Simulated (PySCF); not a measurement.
Potential energy curve for CH, doublet.

Levels: ROHF/cc-pVDZ (PySCF); ROKS-PBE = restricted open-shell PBE/cc-pVDZ (PySCF); UKS-wB97X-V = unrestricted wB97X-V/cc-pVDZ in PySCF.

Magnitude of the dipole moment (D; its direction can reverse along the curve, and a method can change to another solution) and Mulliken charge of the fragment that holds C1:

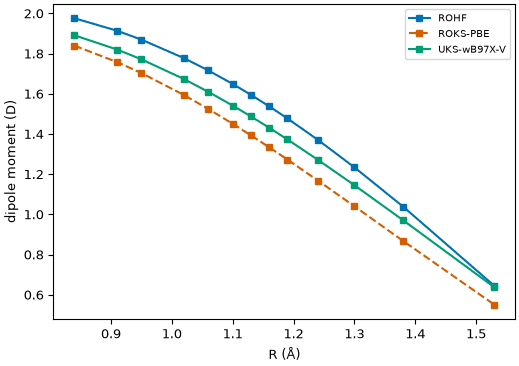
Fig. 1. Dipole moment against bond length.

```tsv
R / Å	μ ROHF	q ROHF	μ ROKS-PBE	q ROKS-PBE	μ UKS-wB97X-V	q UKS-wB97X-V
0.84	1.98	0.01	1.84	-0.01	1.89	0.01
0.91	1.91	-0.03	1.76	-0.04	1.82	-0.03
0.95	1.87	-0.04	1.70	-0.06	1.77	-0.04
1.02	1.78	-0.06	1.59	-0.07	1.67	-0.06
1.06	1.72	-0.07	1.52	-0.08	1.61	-0.07
1.10	1.65	-0.07	1.45	-0.08	1.54	-0.07
1.13	1.60	-0.07	1.39	-0.08	1.49	-0.07
1.16	1.54	-0.07	1.33	-0.08	1.43	-0.07
1.19	1.48	-0.07	1.27	-0.08	1.37	-0.07
1.24	1.37	-0.07	1.17	-0.07	1.27	-0.06
1.30	1.23	-0.06	1.04	-0.06	1.15	-0.06
1.38	1.04	-0.05	0.87	-0.05	0.97	-0.05
1.53	0.64	-0.02	0.55	-0.02	0.64	-0.02
```

The scan ran from 0.84 to 4.49 Å; beyond the distances shown one of the unrestricted levels run for this scan, shown here or not, changes its spin distribution in one step.
